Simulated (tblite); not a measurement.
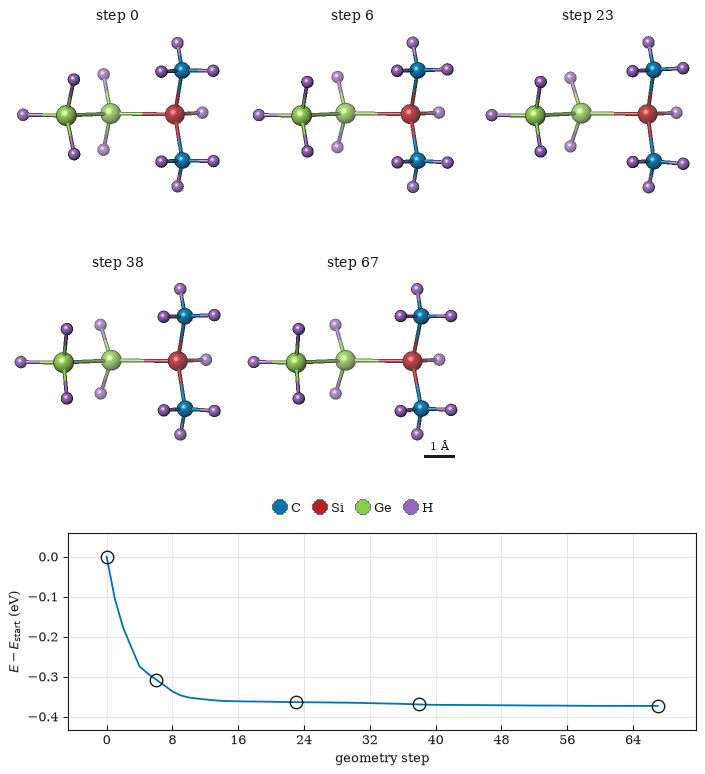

Frames of a relaxation of C2H12Ge2Si, marked on the history of the run. The picture is a ball-and-stick view, seen face on.

The calculation used GFN2-xTB geometry optimisation, gas phase in tblite. 

Question: What happens along the run?

Answer: Over 67 geometry steps the energy falls by 0.373 eV. The largest move after the best rigid fit is that of an H atom, 0.36 Å. By element the largest moves are H 0.36 Å, Ge 0.19 Å, C 0.15 Å, Si 0.09 Å. Near-neighbour distances that change, for instance: Ge–H 1.561 → 1.505 Å, Ge–Si 2.313 → 2.367 Å, C–Si 1.855 → 1.901 Å, C–H 1.121 → 1.086 Å. Bond angles that change, for instance: H–Ge–H 109.9° → 100.0°, Si–Ge–Ge 108.8° → 117.5°, Ge–Ge–H 109.8° → 117.1°. From step 0 to 6: an H atom moves most (0.11 Å), energy −0.307 eV. From step 6 to 23: H atoms move most (0.09 Å), energy −0.057 eV. From step 23 to 38: H atoms move most (0.13 Å), energy −0.006 eV. From step 38 to 67: H atoms move most (0.11 Å), energy −0.004 eV.

| step | E − E(0), eV |
| --- | --- |
| 0 | 0.0000 |
| 1 | -0.1051 |
| 2 | -0.1769 |
| 3 | -0.2263 |
| 4 | -0.2743 |
| 5 | -0.2921 |
| 6 | -0.3072 |
| 7 | -0.3218 |
| 8 | -0.3369 |
| 9 | -0.3469 |
| 10 | -0.3523 |
| 13 | -0.3591 |
| 16 | -0.3617 |
| 19 | -0.3625 |
| 22 | -0.3636 |
| 25 | -0.3642 |
| 28 | -0.3649 |
| 31 | -0.3658 |
| 34 | -0.3672 |
| 37 | -0.3689 |
| 40 | -0.3705 |
| 43 | -0.3709 |
| 46 | -0.3713 |
| 49 | -0.3717 |
| 52 | -0.3722 |
| 55 | -0.3725 |
| 58 | -0.3729 |
| 61 | -0.3731 |
| 64 | -0.3732 |
| 67 | -0.3733 |
